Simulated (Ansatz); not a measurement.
## C$_{2}$H$_{4}$Cl$_{2}$Ge: molecular dynamics (part 2 of 2)

Continued. System: C$_{2}$H$_{4}$Cl$_{2}$Ge, SMILES C=[CH][GeH]([Cl])[Cl]. Method: RKS revPBE/def2-SVP (Ansatz 0.2.0). The geometry comes from this level: PBE0-D4/def2-TZVP.

Geometry of the input (Å):
```
C  1.6152  -0.0448  -0.0599
C  0.4668  -0.6997  0.0392
Ge -1.2317  0.1916  0.1767
Cl -2.4764  -0.4320  -1.4597
Cl -0.9169  2.3076  0.0019
H  2.5618  -0.5713  -0.1386
H  1.6579  1.0398  -0.0710
H  0.4489  -1.7867  0.0383
H  -2.0373  -0.0510  1.4560
```

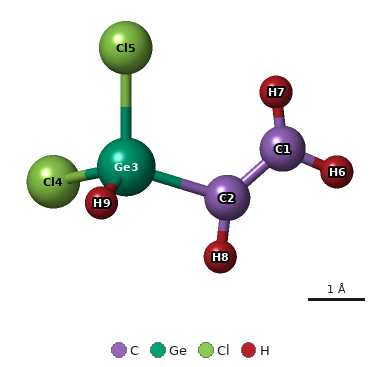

Figure 1. The geometry at step 20 of the log (ball-and-stick view, seen at a tilt; atoms are numbered from 1 in the order of the input).

Trajectory as extended XYZ, continued:
```
9
Properties=species:S:1:pos:R:3:forces:R:3 step=9 time_fs=9.0 energy=-83677.89833 temperature=378.6
C     1.6149   -0.0768   -0.0521   -1.8806  -1.3412   0.4798
C     0.4126   -0.7097    0.0960    3.2067  -0.6311  -0.2750
Ge   -1.2274    0.1968    0.1762   -1.4252  -0.3100   1.4874
Cl   -2.4732   -0.3981   -1.4888   -0.2887  -0.1206  -0.2207
Cl   -0.9173    2.3215    0.0253    0.1049   0.5102  -0.0375
H     2.5811   -0.5296   -0.0146    0.9713  -1.0550  -0.0445
H     1.6617    0.9534   -0.1009    0.0626   3.0061  -0.3496
H     0.6240   -1.7884    0.2064   -1.0907  -0.2926   0.0406
H    -1.9804   -0.0964    1.5999    0.3397   0.2343  -1.0804
9
Properties=species:S:1:pos:R:3:forces:R:3 step=10 time_fs=10.0 energy=-83678.00248 temperature=509.6
C     1.6161   -0.0782   -0.0470   -1.5566  -0.6312   0.3699
C     0.4193   -0.7139    0.1015    2.5267   0.3345  -0.3232
Ge   -1.2278    0.1965    0.1775   -1.4024  -0.3173   1.6679
Cl   -2.4746   -0.3920   -1.4924   -0.2653  -0.1166  -0.1766
Cl   -0.9154    2.3248    0.0280    0.0880   0.4571  -0.0305
H     2.5754   -0.5589   -0.0130    0.8118  -0.7962  -0.0417
H     1.6560    0.9742   -0.1212    0.0929   1.8693  -0.2703
H     0.5721   -1.7758    0.2161   -0.7404  -1.0772   0.1269
H    -1.9855   -0.1017    1.6292    0.4453   0.2775  -1.3225
9
Properties=species:S:1:pos:R:3:forces:R:3 step=11 time_fs=11.0 energy=-83678.09030 temperature=549.5
C     1.6168   -0.0809   -0.0429   -0.9528   0.6574   0.1433
C     0.4284   -0.7184    0.1064    1.7509   0.9366  -0.3301
Ge   -1.2283    0.1961    0.1790   -1.2888  -0.3083   1.7410
Cl   -2.4759   -0.3859   -1.4955   -0.2452  -0.1147  -0.1377
Cl   -0.9132    2.3279    0.0312    0.0684   0.4125  -0.0237
H     2.5722   -0.5935   -0.0144    0.5202  -0.4168  -0.0465
H     1.6503    1.0170   -0.1464    0.1089   0.0262  -0.0740
H     0.5131   -1.7742    0.2270   -0.4448  -1.4929   0.1765
H    -1.9841   -0.1067    1.6486    0.4833   0.3001  -1.4488
9
Properties=species:S:1:pos:R:3:forces:R:3 step=13 time_fs=13.0 energy=-83678.07498 temperature=510.0
C     1.6168   -0.0858   -0.0365    0.4782   1.7638  -0.2989
C     0.4486   -0.7257    0.1177    0.0202   0.0696  -0.1329
Ge   -1.2301    0.1946    0.1819   -0.8989  -0.1844   1.6211
Cl   -2.4771   -0.3751   -1.5002   -0.2261  -0.1230  -0.0959
Cl   -0.9071    2.3341    0.0374    0.0285   0.3289  -0.0131
H     2.5664   -0.6655   -0.0135   -0.0860   0.3996  -0.0757
H     1.6411    1.0888   -0.1997    0.1553  -2.1876   0.3337
H     0.3841   -1.8110    0.2504    0.1302  -0.3466   0.0521
H    -1.9684   -0.1088    1.6511    0.3986   0.2797  -1.3903
9
Properties=species:S:1:pos:R:3:forces:R:3 step=14 time_fs=14.0 energy=-83678.02765 temperature=493.6
C     1.6166   -0.0868   -0.0336    1.2153   1.6217  -0.4563
C     0.4576   -0.7274    0.1248   -0.9024  -0.7596  -0.0077
Ge   -1.2317    0.1935    0.1842   -0.6247  -0.0612   1.3707
Cl   -2.4761   -0.3705   -1.5022   -0.2238  -0.1314  -0.0882
Cl   -0.9035    2.3369    0.0401    0.0100   0.2884  -0.0079
H     2.5671   -0.6959   -0.0105   -0.3979   0.7679  -0.0953
H     1.6425    1.1000   -0.2262    0.1497  -2.5058   0.4834
H     0.3213   -1.8361    0.2607    0.5166   0.5526  -0.0424
H    -1.9552   -0.1049    1.6300    0.2571   0.2274  -1.1562
9
Properties=species:S:1:pos:R:3:forces:R:3 step=16 time_fs=16.0 energy=-83678.00354 temperature=471.6
C     1.6169   -0.0855   -0.0298    2.0658   0.3869  -0.5170
C     0.4732   -0.7322    0.1383   -2.4271  -1.5440   0.1077
Ge   -1.2357    0.1900    0.1897    0.1734   0.3272   0.3206
Cl   -2.4752   -0.3606   -1.5070   -0.2093  -0.1477  -0.0592
Cl   -0.8974    2.3433    0.0455   -0.0183   0.1763  -0.0005
H     2.5620   -0.7276   -0.0068   -0.5716   1.0573  -0.1073
H     1.6602    1.0538   -0.2635    0.0686  -1.7115   0.5188
H     0.2213   -1.8636    0.2769    1.2262   1.4587  -0.1220
H    -1.9175   -0.0818    1.5585   -0.3077  -0.0033  -0.1411
9
Properties=species:S:1:pos:R:3:forces:R:3 step=17 time_fs=17.0 energy=-83678.00100 temperature=485.0
C     1.6184   -0.0834   -0.0278    1.8506  -0.8266  -0.3157
C     0.4789   -0.7365    0.1455   -2.7849  -1.2439   0.0747
Ge   -1.2377    0.1879    0.1925    0.6595   0.5704  -0.4294
Cl   -2.4753   -0.3550   -1.5091   -0.2031  -0.1562  -0.0498
Cl   -0.8948    2.3463    0.0491   -0.0278   0.1158   0.0023
H     2.5496   -0.7264   -0.0028   -0.2895   0.9008  -0.1004
H     1.6691    1.0054   -0.2720    0.0560  -0.4817   0.3211
H     0.1860   -1.8531    0.2866    1.4387   1.2800  -0.0964
H    -1.9018   -0.0681    1.5187   -0.6996  -0.1586   0.5935
9
Properties=species:S:1:pos:R:3:forces:R:3 step=19 time_fs=19.0 energy=-83677.82509 temperature=292.5
C     1.6256   -0.0823   -0.0235    0.4580  -3.7346   0.4287
C     0.4804   -0.7463    0.1575   -2.2217   0.5377  -0.1758
Ge   -1.2411    0.1839    0.1979    1.4264   1.0250  -1.7133
Cl   -2.4745   -0.3417   -1.5133   -0.1995  -0.1727  -0.0317
Cl   -0.8904    2.3519    0.0576   -0.0391  -0.0016   0.0038
H     2.5314   -0.7054    0.0037    0.4989   0.2768  -0.0449
H     1.6883    0.9221   -0.2683    0.0912   2.6091  -0.3773
H     0.1555   -1.7990    0.3105    1.3625  -0.1309   0.0620
H    -1.8795   -0.0416    1.4696   -1.3767  -0.4089   1.8486
9
Properties=species:S:1:pos:R:3:forces:R:3 step=20 time_fs=20.0 energy=-83677.80836 temperature=268.4
C     1.6295   -0.0851   -0.0208   -0.2899  -3.8064   0.5183
C     0.4769   -0.7519    0.1621   -1.5235   1.7332  -0.3571
Ge   -1.2424    0.1821    0.2001    1.4412   1.1112  -1.7552
Cl   -2.4742   -0.3352   -1.5161   -0.1913  -0.1731  -0.0130
Cl   -0.8874    2.3548    0.0615   -0.0410  -0.0689   0.0023
H     2.5285   -0.6945    0.0086    0.8481  -0.0309  -0.0133
H     1.6972    0.9150   -0.2668    0.0545   2.7815  -0.4366
H     0.1629   -1.7736    0.3259    1.0906  -1.1338   0.1957
H    -1.8843   -0.0301    1.4716   -1.3887  -0.4128   1.8589
9
Properties=species:S:1:pos:R:3:forces:R:3 step=21 time_fs=21.0 energy=-83677.89164 temperature=308.8
C     1.6334   -0.0904   -0.0184   -0.7329  -2.6330   0.2955
C     0.4729   -0.7566    0.1667   -0.8608   2.7294  -0.5253
Ge   -1.2431    0.1804    0.2024    1.2151   1.1102  -1.3953
Cl   -2.4745   -0.3296   -1.5194   -0.1687  -0.1673   0.0209
Cl   -0.8842    2.3571    0.0655   -0.0421  -0.1300  -0.0005
H     2.5344   -0.6846    0.0112    1.0036  -0.2167   0.0120
H     1.7043    0.9343   -0.2671   -0.0510   1.6721  -0.1916
H     0.1763   -1.7565    0.3425    0.8141  -2.0130   0.3315
H    -1.8995   -0.0207    1.4892   -1.1773  -0.3517   1.4529
9
Properties=species:S:1:pos:R:3:forces:R:3 step=23 time_fs=23.0 energy=-83678.07386 temperature=502.0
C     1.6407   -0.1057   -0.0139   -0.6100   0.3019  -0.3105
C     0.4656   -0.7616    0.1744   -0.1558   2.5765  -0.4822
Ge   -1.2437    0.1776    0.2071    0.3799   0.9723  -0.0807
Cl   -2.4746   -0.3197   -1.5272   -0.0977  -0.1451   0.1095
Cl   -0.8777    2.3627    0.0716   -0.0483  -0.2701   0.0017
H     2.5699   -0.6760    0.0113    0.5535  -0.1224   0.0355
H     1.7250    1.0134   -0.2669   -0.3058  -1.3672   0.4339
H     0.2255   -1.7742    0.3807    0.6648  -1.7907   0.2716
H    -1.9565   -0.0125    1.5588   -0.3806  -0.1552   0.0212
9
Properties=species:S:1:pos:R:3:forces:R:3 step=24 time_fs=24.0 energy=-83678.08562 temperature=546.3
C     1.6443   -0.1123   -0.0129   -0.3596   0.9357  -0.4087
C     0.4605   -0.7608    0.1776    0.0687   1.1261  -0.1878
Ge   -1.2443    0.1758    0.2094   -0.0483   0.9014   0.5010
Cl   -2.4744   -0.3147   -1.5312   -0.0603  -0.1336   0.1498
Cl   -0.8747    2.3654    0.0741   -0.0537  -0.3469   0.0085
H     2.5940   -0.6764    0.0117    0.0699   0.0717   0.0335
H     1.7338    1.0441   -0.2635   -0.3707  -2.1562   0.5537
H     0.2611   -1.8184    0.4027    0.7518  -0.3284  -0.0364
H    -1.9919   -0.0154    1.5979    0.0022  -0.0697  -0.6137
9
Properties=species:S:1:pos:R:3:forces:R:3 step=26 time_fs=26.0 energy=-83677.91788 temperature=482.1
C     1.6495   -0.1229   -0.0127   -0.2163   1.1455  -0.3484
C     0.4477   -0.7578    0.1818    1.0763  -1.3924   0.3378
Ge   -1.2460    0.1739    0.2146   -0.6976   0.7772   1.1792
Cl   -2.4732   -0.3037   -1.5378    0.0019  -0.1119   0.2108
Cl   -0.8684    2.3702    0.0800   -0.0592  -0.4771   0.0264
H     2.6361   -0.6687    0.0104   -0.6795   0.2694   0.0392
H     1.7345    1.0502   -0.2477   -0.3540  -2.3793   0.5061
H     0.3582   -1.9186    0.4417    0.4100   2.1196  -0.5779
H    -2.0574   -0.0276    1.6576    0.5182   0.0489  -1.3732
9
Properties=species:S:1:pos:R:3:forces:R:3 step=27 time_fs=27.0 energy=-83677.86076 temperature=502.9
C     1.6511   -0.1281   -0.0133   -0.3857   0.8114  -0.1678
C     0.4416   -0.7569    0.1844    1.7341  -2.0557   0.4597
Ge   -1.2471    0.1735    0.2171   -0.8889   0.7349   1.3190
Cl   -2.4725   -0.2984   -1.5401    0.0250  -0.1025   0.2323
Cl   -0.8649    2.3728    0.0831   -0.0594  -0.5379   0.0344
H     2.6482   -0.6593    0.0136   -0.8071   0.2034   0.0382
H     1.7297    1.0207   -0.2287   -0.2928  -1.8090   0.3280
H     0.4199   -1.9508    0.4563    0.0277   2.6717  -0.7089
H    -2.0796   -0.0331    1.6729    0.6471   0.0835  -1.5348
9
Properties=species:S:1:pos:R:3:forces:R:3 step=29 time_fs=29.0 energy=-83677.88995 temperature=503.0
C     1.6535   -0.1378   -0.0173   -1.4649  -1.4159   0.4658
C     0.4333   -0.7612    0.1885    2.9043  -2.0706   0.4203
Ge   -1.2480    0.1727    0.2218   -0.9839   0.6960   1.2506
Cl   -2.4716   -0.2891   -1.5426    0.0623  -0.0862   0.2544
Cl   -0.8594    2.3801    0.0884   -0.0555  -0.6797   0.0535
H     2.6439   -0.6346    0.0166   -0.3299  -0.2775   0.0538
H     1.7084    0.9158   -0.1807   -0.0434   1.3470  -0.3391
H     0.5457   -1.9349    0.4662   -0.7739   2.3711  -0.6746
H    -2.1013   -0.0436    1.6586    0.6848   0.1159  -1.4848
9
Properties=species:S:1:pos:R:3:forces:R:3 step=30 time_fs=30.0 energy=-83677.88956 temperature=467.8
C     1.6533   -0.1435   -0.0195   -1.9148  -2.5935   0.7093
C     0.4333   -0.7666    0.1910    3.1072  -1.3858   0.2620
Ge   -1.2482    0.1720    0.2241   -0.8336   0.6843   1.0171
Cl   -2.4719   -0.2845   -1.5422    0.0776  -0.0820   0.2503
Cl   -0.8574    2.3840    0.0907   -0.0534  -0.7519   0.0647
H     2.6368   -0.6251    0.0176    0.0231  -0.5278   0.0648
H     1.6971    0.8752   -0.1616    0.0624   3.0708  -0.6315
H     0.5997   -1.8912    0.4649   -1.0464   1.4809  -0.4918
H    -2.1014   -0.0474    1.6261    0.5779   0.1050  -1.2450
```

Summary:

```csv
quantity,value
outcome,finished
mean temperature over the second half,446 K
trajectory,"30 steps, 30 fs"
ensemble,nvt_langevin
temperature in the input,700 K
time step,1 fs
potential energy (last step),−83677.8896 eV
SCF solution under orbital rotations (last step),stable
largest force (length of the vector) (last step),3.412 eV/Å
dipole moment (last step),2.81 D
wall time,34 s (CPU time 2.1 min)
peak memory,0.47 GiB
```

Remarks:

So short a trajectory is not equilibrated. The logged temperature at the start can lie below the typed one, since it is counted over all degrees of freedom. The temperature stays far from the 700 K of the thermostat over the second half: the run isn't equilibrated.
